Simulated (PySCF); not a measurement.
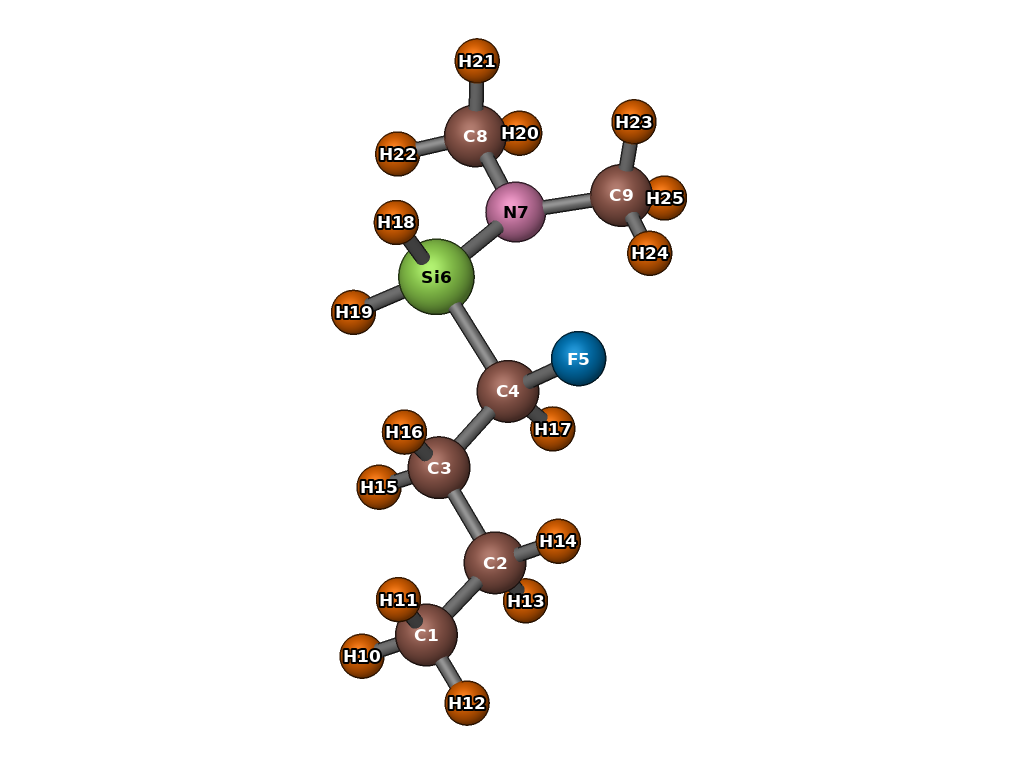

The geometry was computed by an optimisation with GFN2-xTB. No frequency run is at hand to confirm it as a minimum. Properties computed with GIAO PBE0/pcSseg-1 NMR shielding, non-relativistic, gas phase (PySCF 2.14.0). Principal shieldings σ11 ≤ σ22 ≤ σ33, span Ω = σ33 − σ11, skew κ = 3(σiso − σ22)/Ω.

Give the shielding tensors of the Si atoms.

| atom | σ11 | σ22 | σ33 | σiso | Ω | κ |
| --- | --- | --- | --- | --- | --- | --- |
| Si6 | 336.4 | 353.7 | 447.0 | 379.0 | 110.6 | 0.69 |

Shieldings and span in ppm.

The geometry is semi-empirical. Around Si such bond lengths and angles can be off by a tenth of an ångström or more and by several degrees, and values that hang on the shape move with them.
